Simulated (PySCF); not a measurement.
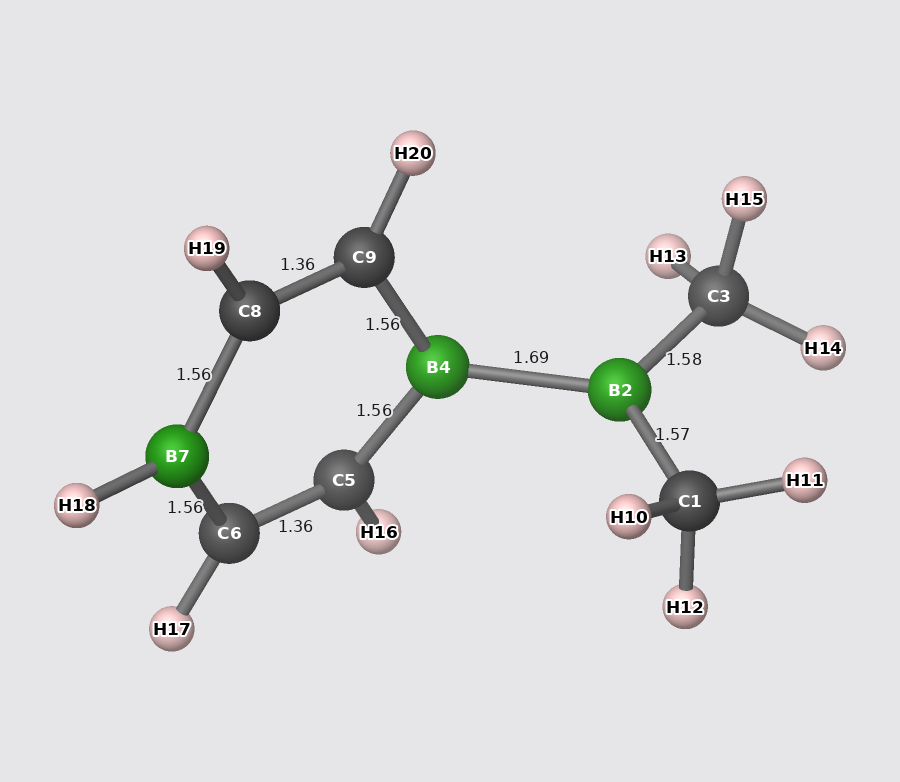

Bond lengths are marked in Å; every bond is drawn as one stick. Computed geometry: PBE0-D3(BJ)/def2-SVP optimisation. No frequency run is at hand to confirm it as a minimum.

**Assign a bond order to each marked bond.**

C1–B2 single; B2–C3 single; B2–B4 single; B4–C5 single; B4–C9 single; C5–C6 double; C6–B7 single; B7–C8 single; C8–C9 double.

**Give the structure as SMILES.**

CB(C)B1C=CBC=C1
